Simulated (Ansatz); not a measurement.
# Run report: CH$_{10}$B$_{2}$N$_{2}$Si, geometry relaxation (part 2 of 3)

The same run, continued: CH$_{10}$B$_{2}$N$_{2}$Si, SMILES CN([SiH3])BBN; RKS PBE/def2-SVP (Ansatz 0.2.0). It belongs to a series of runs on one base structure; here: end point B relaxed.

Geometry of the input (Å):
```
C  0.4769  -1.9827  0.8246
N  0.3190  -0.8905  -0.2065
Si 1.9366  -0.3345  -0.6938
B  -0.3498  0.3297  0.3626
B  -1.6821  0.9793  -0.4982
N  -2.4011  2.2314  0.0571
H  0.9880  -2.8170  0.3984
H  1.0106  -1.5685  1.7134
H  -0.5812  -2.2686  1.1534
H  2.7257  -1.4662  -1.2166
H  1.8524  0.7200  -1.6777
H  2.7014  0.1956  0.5128
H  -0.0988  0.8701  1.3433
H  -2.0641  0.4964  -1.4732
H  -3.3746  1.9341  0.2443
H  -1.9406  2.4970  0.9778
```

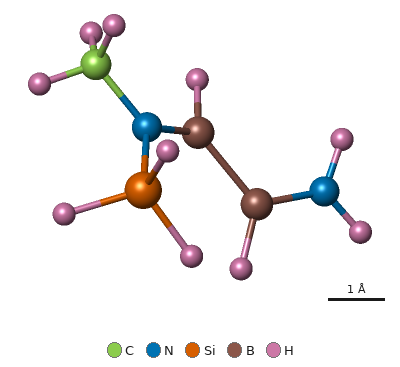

Fig. 1: The geometry at step 12 of the log (ball-and-stick view, seen at a tilt).

Trajectory as extended XYZ, continued:
```
16
Properties=species:S:1:pos:R:3:forces:R:3 step=4 energy=-13392.42189
C     0.5561   -1.9403    0.9326    0.0603   0.0072  -0.1072
N     0.3801   -0.8593   -0.0612    0.1969   0.4021   0.2988
Si    1.9302   -0.3323   -0.7788   -0.1075  -0.1278  -0.0370
B    -0.3961    0.2879    0.3876   -0.0261  -0.1452   0.1900
B    -1.6025    1.1109   -0.5319   -0.0589  -0.1082  -0.0245
N    -2.3450    2.1002    0.1392   -2.1260   0.0649  -0.3777
H     1.1047   -2.7938    0.4768    0.0224   0.0527   0.0717
H     1.0856   -1.6232    1.8618    0.0316   0.0162  -0.0198
H    -0.4408   -2.3213    1.2287    0.0196  -0.0248   0.0404
H     2.6446   -1.5280   -1.3543   -0.0600   0.0147  -0.0482
H     1.7352    0.7428   -1.8103   -0.0960  -0.0656   0.0208
H     2.8078    0.2039    0.3356    0.0361   0.0035  -0.1359
H    -0.3389    0.5226    1.6216   -0.2637  -0.2295  -0.2405
H    -2.0979    0.6672   -1.5767    0.2734   0.2631   0.1274
H    -3.3634    2.3263   -0.1659    2.1736  -0.1654   0.6437
H    -2.1413    2.3623    1.1168   -0.0757   0.0421  -0.4022
16
Properties=species:S:1:pos:R:3:forces:R:3 step=5 energy=-13392.63125
C     0.5899   -1.9392    0.9610   -0.0191   0.0236  -0.0180
N     0.3941   -0.8474   -0.0149    0.3082   0.3641   0.2718
Si    1.9121   -0.3345   -0.8056   -0.1144  -0.1082   0.0373
B    -0.4234    0.2619    0.4304   -0.3898  -0.2933   0.0672
B    -1.6070    1.0937   -0.5122    0.2424   0.1666  -0.1405
N    -2.3654    2.0704    0.1544   -1.5909   0.3235  -0.6377
H     1.1478   -2.7790    0.4967    0.0506   0.0023   0.0289
H     1.1209   -1.6212    1.8876    0.0400  -0.0023  -0.0026
H    -0.4019   -2.3361    1.2609    0.0854  -0.0033   0.0232
H     2.6067   -1.5321   -1.3971   -0.0549  -0.0108  -0.0598
H     1.6765    0.7304   -1.8339   -0.1087  -0.0250  -0.0144
H     2.8328    0.2125    0.2685    0.0235  -0.0092  -0.1427
H    -0.4887    0.4121    1.6680   -0.1425  -0.1690  -0.1328
H    -2.0018    0.7528   -1.6344    0.1501   0.1295   0.2390
H    -3.3008    2.4211   -0.2291    1.6053  -0.3659   0.6876
H    -2.1736    2.3604    1.1213   -0.0854  -0.0227  -0.2065
16
Properties=species:S:1:pos:R:3:forces:R:3 step=6 energy=-13392.83115
C     0.6289   -1.9442    0.9978   -0.1012   0.0346   0.0141
N     0.4065   -0.8387    0.0448    0.1335   0.3458   0.3013
Si    1.8806   -0.3315   -0.8284   -0.1216  -0.0979   0.0921
B    -0.4930    0.2063    0.4725    0.0707   0.0790  -0.2070
B    -1.5458    1.1512   -0.5307   -0.1005  -0.3152   0.2551
N    -2.3729    2.0614    0.1507   -0.6966   0.3445  -0.6498
H     1.1989   -2.7659    0.5194    0.0707  -0.0318   0.0078
H     1.1615   -1.6257    1.9215    0.0590  -0.0174   0.0142
H    -0.3546   -2.3611    1.3004    0.1297  -0.0056   0.0239
H     2.5534   -1.5308   -1.4410   -0.0624  -0.0236  -0.0632
H     1.5930    0.7188   -1.8556   -0.1162  -0.0006  -0.0186
H     2.8561    0.2242    0.1923   -0.0249  -0.0106  -0.1389
H    -0.6468    0.3019    1.7048   -0.2336  -0.2455  -0.1585
H    -1.9003    0.8414   -1.6731    0.2270   0.2094   0.1367
H    -3.2329    2.4761   -0.2761    0.8344  -0.2106   0.4314
H    -2.2141    2.3421    1.1224   -0.0679  -0.0546  -0.0409
16
Properties=species:S:1:pos:R:3:forces:R:3 step=7 energy=-13392.98968
C     0.6599   -1.9397    1.0287   -0.0695   0.0830   0.0276
N     0.4295   -0.8130    0.1021    0.2604   0.1592   0.2019
Si    1.8631   -0.3319   -0.8480   -0.0967  -0.0411   0.1143
B    -0.5130    0.1886    0.5020   -0.4170  -0.0764  -0.0533
B    -1.5464    1.1397   -0.5143    0.2108   0.0471   0.0566
N    -2.3631    2.0839    0.1305   -0.0361  -0.0816  -0.0815
H     1.2309   -2.7502    0.5324    0.0681  -0.0143  -0.0063
H     1.2006   -1.6341    1.9506    0.0657  -0.0295   0.0308
H    -0.3181   -2.3667    1.3326    0.1075   0.0122   0.0236
H     2.5060   -1.5384   -1.4795   -0.0723  -0.0193  -0.0532
H     1.5256    0.7094   -1.8691   -0.1030  -0.0031  -0.0144
H     2.8777    0.2342    0.1262   -0.0113  -0.0212  -0.1450
H    -0.8001    0.1818    1.7180   -0.0868  -0.1597  -0.2449
H    -1.8086    0.9156   -1.7011    0.1373   0.0671   0.2102
H    -3.1672    2.5339   -0.3133    0.1024   0.1158   0.0285
H    -2.2585    2.3124    1.1240   -0.0593  -0.0381  -0.0950
16
Properties=species:S:1:pos:R:3:forces:R:3 step=8 energy=-13393.13016
C     0.6983   -1.9262    1.0680   -0.0500   0.0252  -0.0215
N     0.4410   -0.7986    0.1498    0.2283   0.1869   0.2269
Si    1.8366   -0.3298   -0.8618   -0.0603  -0.0608   0.0849
B    -0.5614    0.1512    0.5121   -0.3320  -0.1416  -0.0189
B    -1.5140    1.1626   -0.5101    0.1112   0.0201  -0.0175
N    -2.3600    2.0875    0.1224    0.0185  -0.0319   0.0154
H     1.2503   -2.7355    0.5482    0.0801  -0.0187   0.0032
H     1.2739   -1.6317    1.9736    0.0427   0.0080  -0.0293
H    -0.2676   -2.3557    1.4011    0.0701   0.0312   0.0413
H     2.4295   -1.5474   -1.5208   -0.0527  -0.0117  -0.0511
H     1.4741    0.7132   -1.8738   -0.1127  -0.0134   0.0176
H     2.9012    0.2202    0.0646   -0.0228  -0.0140  -0.1160
H    -0.9523    0.0551    1.6905   -0.0617  -0.1122  -0.1917
H    -1.7032    1.0042   -1.7194    0.1363   0.0574   0.1663
H    -3.1079    2.5946   -0.3551    0.0679   0.0946   0.0335
H    -2.3201    2.2620    1.1325   -0.0629  -0.0190  -0.1433
16
Properties=species:S:1:pos:R:3:forces:R:3 step=10 energy=-13393.34031
C     0.7638   -1.9082    1.1381   -0.0090   0.0078  -0.0326
N     0.4549   -0.7812    0.2387    0.2550  -0.0319   0.1111
Si    1.7749   -0.3194   -0.8760   -0.0978   0.0429   0.0550
B    -0.6672    0.0404    0.5167   -0.2088   0.0211  -0.0077
B    -1.4557    1.1808   -0.5047    0.0042  -0.1400   0.0406
N    -2.3216    2.1029    0.0999   -0.1139   0.2031   0.0843
H     1.3052   -2.7127    0.5960    0.0193  -0.0026   0.0138
H     1.3858   -1.6039    2.0091    0.0402   0.0142  -0.0334
H    -0.1811   -2.3367    1.5255    0.0649   0.0002   0.0401
H     2.2946   -1.5343   -1.6054   -0.0511   0.0272   0.0190
H     1.3043    0.7270   -1.8409   -0.0304  -0.0347   0.0291
H     2.9139    0.2321   -0.0456   -0.0327  -0.0450  -0.0937
H    -1.2124   -0.2236    1.6012   -0.0508  -0.0149  -0.1835
H    -1.4968    1.1391   -1.7327    0.0865   0.0306   0.0740
H    -2.9620    2.7154   -0.4196    0.2054  -0.0508   0.1665
H    -2.3823    2.2081    1.1214   -0.0808  -0.0271  -0.2825
16
Properties=species:S:1:pos:R:3:forces:R:3 step=11 energy=-13393.40494
C     0.8116   -1.9074    1.1746   -0.0374   0.1132   0.0087
N     0.4646   -0.7866    0.2834   -0.5327   0.3813   0.1142
Si    1.7362   -0.3059   -0.8791   -0.0476  -0.0412   0.0897
B    -0.7437   -0.0310    0.5090    0.5678  -0.2899  -0.2929
B    -1.4649    1.1601   -0.5003   -0.0715   0.2851   0.0601
N    -2.3062    2.1312    0.0888   -0.0258  -0.0303  -0.0482
H     1.3470   -2.7098    0.6225   -0.0055  -0.0001  -0.0009
H     1.4623   -1.5866    2.0189    0.0325  -0.0080  -0.0303
H    -0.1154   -2.3391    1.6018    0.0755   0.0028   0.0199
H     2.2254   -1.5214   -1.6294   -0.0572   0.0270   0.0008
H     1.2187    0.7366   -1.8240   -0.0022  -0.0319   0.0526
H     2.9226    0.2275   -0.1063   -0.0599   0.0036  -0.0643
H    -1.3471   -0.3499    1.5267   -0.1148  -0.1489   0.0927
H    -1.3912    1.2005   -1.7274   -0.0031  -0.0010   0.0917
H    -2.8448    2.8328   -0.4459    0.2926  -0.3072   0.3122
H    -2.4569    2.1746    1.1085   -0.0108   0.0453  -0.4060
16
Properties=species:S:1:pos:R:3:forces:R:3 step=12 energy=-13393.45865
C     0.8429   -1.8885    1.1863    0.0923   0.0088   0.1209
N     0.4271   -0.7723    0.3214    0.2079  -0.0814   0.0109
Si    1.6883   -0.2903   -0.8523    0.0260   0.0594  -0.0773
B    -0.8003   -0.0844    0.4965   -0.1522  -0.0321   0.1923
B    -1.4477    1.1610   -0.4841    0.1515  -0.1020  -0.1037
N    -2.2897    2.1358    0.0669   -0.0705   0.0933   0.0401
H     1.2816   -2.7166    0.5834   -0.0612   0.0228   0.0270
H     1.6291   -1.5790    1.9214   -0.1623  -0.0208  -0.1224
H    -0.0229   -2.2935    1.7528    0.0698   0.1237  -0.0672
H     2.1324   -1.5064   -1.6313   -0.0402   0.0392   0.0347
H     1.1877    0.7733   -1.7839   -0.0071  -0.0526   0.0741
H     2.8983    0.2194   -0.1021   -0.0658  -0.0298  -0.0211
H    -1.4755   -0.4832    1.4508    0.0129  -0.0666  -0.0292
H    -1.2751    1.2078   -1.6941   -0.0707   0.1054  -0.0726
H    -2.7488    2.8733   -0.4771    0.0833  -0.0953   0.1057
H    -2.5091    2.1694    1.0672   -0.0140   0.0279  -0.1120
16
Properties=species:S:1:pos:R:3:forces:R:3 step=13 energy=-13393.46846
C     0.8710   -1.8754    1.2158   -0.0504  -0.0061   0.0175
N     0.4396   -0.7772    0.3439    0.0213   0.0609  -0.0324
Si    1.6801   -0.2752   -0.8434   -0.0401   0.0183  -0.0155
B    -0.8343   -0.1581    0.4711   -0.0319   0.0227  -0.0558
B    -1.4495    1.1310   -0.4910   -0.0606  -0.0188   0.0166
N    -2.2544    2.1363    0.0609   -0.1358   0.1912   0.1905
H     1.2572   -2.7353    0.6272   -0.0114  -0.0424  -0.0397
H     1.6882   -1.5603    1.8995    0.0387   0.0314   0.0422
H     0.0214   -2.2275    1.8314   -0.0199   0.0133   0.0099
H     2.0786   -1.4740   -1.6688   -0.0115   0.0202   0.0160
H     1.1540    0.8168   -1.7197    0.0044  -0.0031   0.0154
H     2.9152    0.1940   -0.1152   -0.0213  -0.0065   0.0084
H    -1.5511   -0.6407    1.3535    0.0505   0.0186  -0.0154
H    -1.3369    1.2684   -1.6961    0.1750  -0.1629  -0.2091
H    -2.6561    2.8944   -0.4977    0.0437  -0.0784   0.0553
H    -2.5049    2.2084    1.0503    0.0491  -0.0583  -0.0039
16
Properties=species:S:1:pos:R:3:forces:R:3 step=14 energy=-13393.41071 accepted=F
C     0.8591   -1.8615    1.2201    0.0529   0.0215   0.0018
N     0.4518   -0.7646    0.3345   -0.1809   0.0897   0.0506
Si    1.6883   -0.2529   -0.8440   -0.0064  -0.0296  -0.0206
B    -0.8292   -0.1552    0.4490   -0.2149  -0.1778  -0.0919
B    -1.4899    1.0967   -0.5258    0.1389  -0.2680   0.1650
N    -2.2206    2.1289    0.0863   -0.0838   0.1393  -0.2069
H     1.2068   -2.7417    0.6338    0.0143   0.0043   0.0373
H     1.6897   -1.5560    1.8960    0.0105  -0.0382  -0.0218
H     0.0016   -2.1755    1.8463    0.0078   0.0124  -0.0077
H     2.0902   -1.4430   -1.6792    0.0075   0.0239  -0.0059
H     1.1506    0.8439   -1.7074    0.0140   0.0075   0.0089
H     2.9176    0.2114   -0.1041   -0.0024   0.0119  -0.0117
H    -1.5303   -0.6333    1.3438    0.0125   0.0022   0.0415
H    -1.4157    1.1301   -1.7502    0.1730   0.2288   0.0434
H    -2.4856    2.9710   -0.4266   -0.3140  -0.0546  -0.0397
H    -2.5662    2.1273    1.0492    0.3709   0.0266   0.0575
16
Properties=species:S:1:pos:R:3:forces:R:3 step=15 energy=-13393.48179
C     0.8585   -1.8623    1.2214    0.0122   0.0109   0.0126
N     0.4286   -0.7762    0.3320   -0.0692   0.0092   0.0349
Si    1.6653   -0.2548   -0.8466   -0.0116  -0.0077   0.0169
B    -0.8569   -0.1777    0.4426    0.0403  -0.0344   0.0215
B    -1.4665    1.0989   -0.5292    0.0478   0.0599   0.0965
N    -2.2191    2.1223    0.0758    0.0228  -0.0132  -0.1561
H     1.2331   -2.7349    0.6405   -0.0037  -0.0013   0.0231
H     1.6802   -1.5381    1.9007   -0.0156  -0.0167  -0.0348
H     0.0061   -2.1961    1.8454    0.0182   0.0138  -0.0159
H     2.0792   -1.4454   -1.6753    0.0070   0.0269  -0.0046
H     1.1285    0.8404   -1.7125    0.0202  -0.0143   0.0063
H     2.8864    0.2227   -0.1001   -0.0085  -0.0051  -0.0151
H    -1.5569   -0.6484    1.3449    0.0128   0.0087  -0.0472
H    -1.3087    1.1969   -1.7450   -0.1021   0.0156   0.0943
H    -2.6117    2.9059   -0.4496   -0.0059   0.0215   0.0282
H    -2.4278    2.1724    1.0764    0.0353  -0.0738  -0.0607
16
Properties=species:S:1:pos:R:3:forces:R:3 step=16 energy=-13393.48635
C     0.8544   -1.8638    1.2218    0.0012   0.0198   0.0082
N     0.4292   -0.7742    0.3357   -0.0472  -0.0124  -0.0016
Si    1.6682   -0.2418   -0.8332    0.1207  -0.0188   0.0436
B    -0.8620   -0.1887    0.4312    0.0038  -0.0336   0.0156
B    -1.4748    1.0895   -0.5356   -0.0134  -0.0223  -0.0639
N    -2.1866    2.1346    0.0743   -0.0363   0.0163  -0.0535
H     1.1905   -2.7528    0.6431    0.0014  -0.0050   0.0014
H     1.7001   -1.5539    1.8753    0.0103  -0.0123  -0.0042
H     0.0086   -2.1651    1.8690    0.0026  -0.0150   0.0081
H     2.1105   -1.4229   -1.6635   -0.0253   0.0313   0.0180
H     1.1374    0.8481   -1.7038   -0.0389   0.0321  -0.0253
H     2.8828    0.2508   -0.0800   -0.0486  -0.0229  -0.0242
H    -1.5757   -0.6823    1.3121    0.0334   0.0421  -0.0521
H    -1.3977    1.1546   -1.7624    0.0007  -0.0027   0.1076
H    -2.6067    2.9100   -0.4427    0.0182  -0.0088   0.0320
H    -2.3599    2.1835    1.0805    0.0175   0.0124  -0.0096
16
Properties=species:S:1:pos:R:3:forces:R:3 step=17 energy=-13393.48832
C     0.8575   -1.8672    1.2222   -0.0045   0.0002   0.0164
N     0.4253   -0.7792    0.3374   -0.0014   0.0000   0.0118
Si    1.6659   -0.2287   -0.8213    0.0462  -0.0329  -0.0041
B    -0.8697   -0.2030    0.4261   -0.0488  -0.0138   0.0258
B    -1.4882    1.0730   -0.5394    0.0201  -0.0076  -0.0824
N    -2.1783    2.1350    0.0649   -0.0045   0.0374   0.0143
H     1.1798   -2.7615    0.6428   -0.0071   0.0092   0.0047
H     1.7166   -1.5600    1.8602   -0.0099  -0.0117  -0.0068
H     0.0198   -2.1613    1.8844    0.0182  -0.0076  -0.0049
H     2.1065   -1.3990   -1.6659    0.0022   0.0202   0.0146
H     1.1221    0.8621   -1.6843   -0.0163   0.0370  -0.0097
H     2.8770    0.2602   -0.0634   -0.0335  -0.0108  -0.0147
H    -1.5872   -0.7000    1.3003    0.0323   0.0194  -0.0325
H    -1.4275    1.1287   -1.7654    0.0059  -0.0229   0.0539
H    -2.5784    2.9213   -0.4513    0.0017  -0.0310   0.0150
H    -2.3230    2.2052    1.0742   -0.0007   0.0149  -0.0013
16
Properties=species:S:1:pos:R:3:forces:R:3 step=18 energy=-13393.49021
C     0.8583   -1.8735    1.2217    0.0003  -0.0195   0.0149
N     0.4201   -0.7844    0.3414    0.0288  -0.0088   0.0119
Si    1.6588   -0.2109   -0.8086   -0.0162  -0.0073  -0.0084
B    -0.8798   -0.2196    0.4228   -0.0391   0.0134   0.0208
B    -1.4995    1.0524   -0.5459   -0.0096   0.0363  -0.0439
N    -2.1527    2.1421    0.0533    0.0256   0.0001   0.0764
H     1.1606   -2.7733    0.6388   -0.0112   0.0227   0.0133
H     1.7340   -1.5739    1.8416   -0.0298  -0.0099  -0.0133
H     0.0309   -2.1590    1.9015    0.0286   0.0014  -0.0194
H     2.1111   -1.3639   -1.6686    0.0042   0.0098  -0.0014
H     1.1020    0.8914   -1.6521    0.0034   0.0071  -0.0025
H     2.8618    0.2767   -0.0418    0.0016   0.0033   0.0022
H    -1.5996   -0.7208    1.2901    0.0143  -0.0034  -0.0090
H    -1.4723    1.0778   -1.7729   -0.0040  -0.0218   0.0232
H    -2.5570    2.9239   -0.4660    0.0098  -0.0279  -0.0024
H    -2.2584    2.2407    1.0665   -0.0064   0.0045  -0.0625
16
Properties=species:S:1:pos:R:3:forces:R:3 step=19 energy=-13393.49100
C     0.8589   -1.8875    1.2196    0.0227  -0.0462   0.0261
N     0.4108   -0.7916    0.3530    0.0602   0.0001  -0.0056
Si    1.6437   -0.1727   -0.7812   -0.0863   0.0042  -0.0268
B    -0.8996   -0.2500    0.4233   -0.0203   0.0210  -0.0114
B    -1.5247    1.0103   -0.5550   -0.0688   0.2023   0.0142
N    -2.0945    2.1598    0.0304    0.0887  -0.1389   0.2341
H     1.1282   -2.7930    0.6268   -0.0176   0.0544   0.0348
H     1.7603   -1.6030    1.8118   -0.0706  -0.0152  -0.0310
H     0.0486   -2.1617    1.9258    0.0499   0.0110  -0.0450
H     2.1185   -1.2913   -1.6738    0.0010   0.0047   0.0008
H     1.0648    0.9437   -1.5967    0.0187  -0.0280   0.0194
H     2.8347    0.3168   -0.0017    0.0316   0.0155   0.0214
H    -1.6220   -0.7668    1.2757   -0.0080  -0.0255   0.0188
H    -1.5692    0.9704   -1.7847   -0.0195   0.0031   0.0973
H    -2.5045    2.9310   -0.4994    0.0079  -0.0176  -0.0225
H    -2.1358    2.3112    1.0479    0.0103  -0.0450  -0.3244
```
